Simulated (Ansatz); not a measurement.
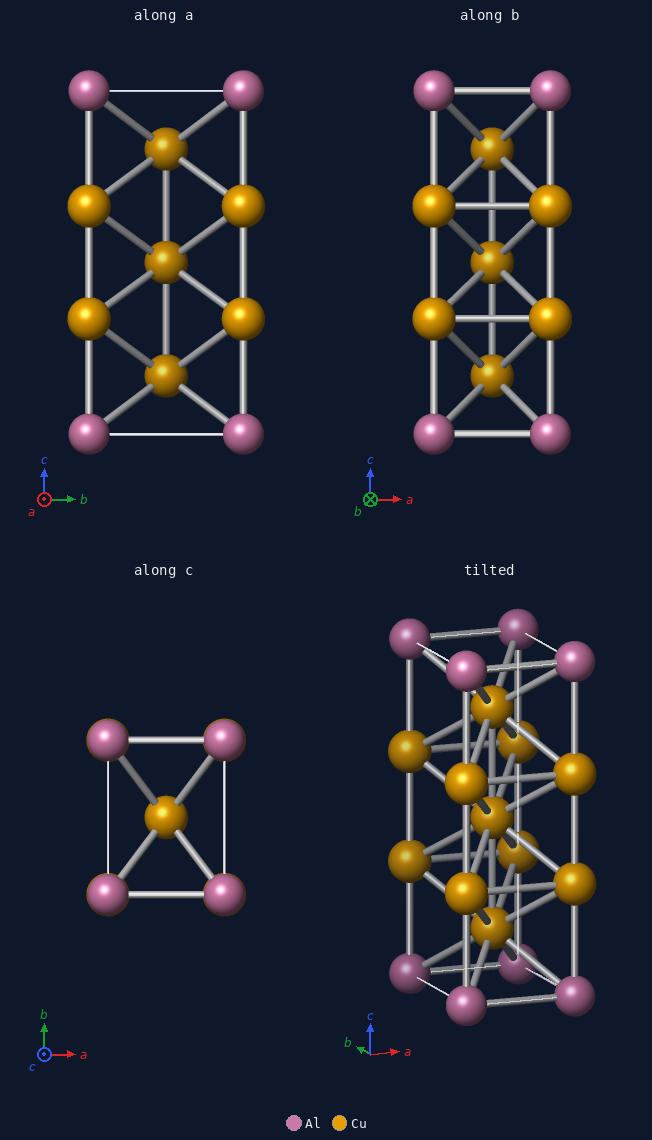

An orthographic ball-and-stick view of the structure, along the a axis, along the b axis, along the c axis and slightly off an axis. Atoms at the boundary of the conventional unit cell (the box) are drawn once for each face, edge or corner they touch.

Lattice parameters: a = 2.559 Å, b = 3.393 Å, c = 7.542 Å, α = 90.00°, β = 90.00°, γ = 90.00°.

Q: Record the structure as a table of Wyckoff sites, with free fractional coordinates to two decimals.

A: Space group Pmmm (No. 47).
```json
{"atom": "Al", "site": "1a", "x": "0.00", "y": "0.00", "z": "0.00"}
{"atom": "Cu", "site": "2t", "x": "0.50", "y": "0.50", "z": "0.83"}
{"atom": "Cu", "site": "2q", "x": "0.00", "y": "0.00", "z": "0.34"}
{"atom": "Cu", "site": "1h", "x": "0.50", "y": "0.50", "z": "0.50"}
```

Starting structure: a structure type filled with these elements by a generator (whether the compound takes this form wasn't checked). It was relaxed at fixed volume with DFT PBE, scalar-relativistic, plane waves, PAW (Ansatz).

At this level of theory the run's own cell isn't at rest (compressed, at 23 GPa), so its distances can differ from those at equilibrium, the more so the softer the solid.
